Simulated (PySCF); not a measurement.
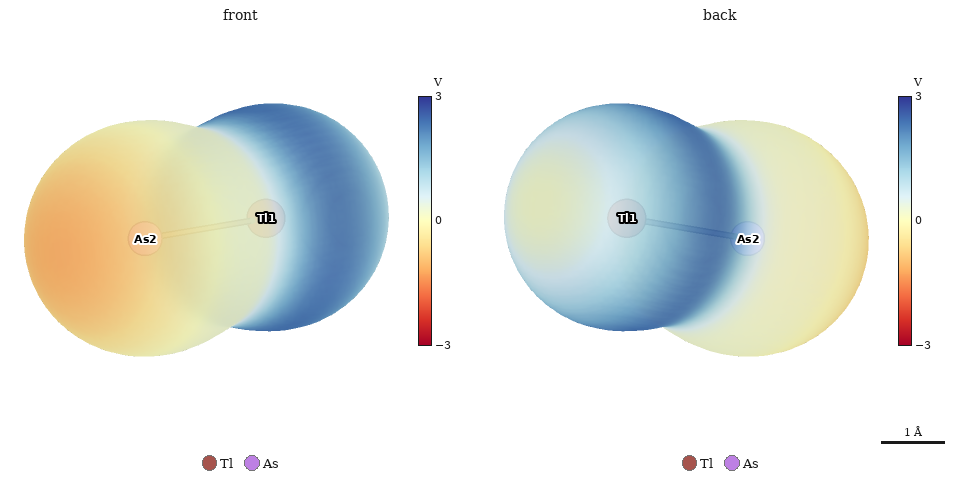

TlAs (triplet). The molecular electrostatic potential painted on the density surface at 0.004 e/bohr³, seen from the front and from behind; red is negative and blue positive.

Core potentials replace the inner electrons of Tl.

All numbers below come from PBE0/def2-SVP, non-relativistic Hamiltonian with scalar-relativistic core potentials where named, at a bond length of 2.833 Å in PySCF.

```yaml
atoms:
  - { symbol: Tl, position_ang: [0.0000, 0.0000, -0.7583] }
  - { symbol: As, position_ang: [0.0000, 0.0000, 2.0747] }
```

Question: Describe the electrostatic potential map.

Answer: The most negative region (about −1.2 V) lies over As2, the most positive (about +2.4 V) over Tl1.
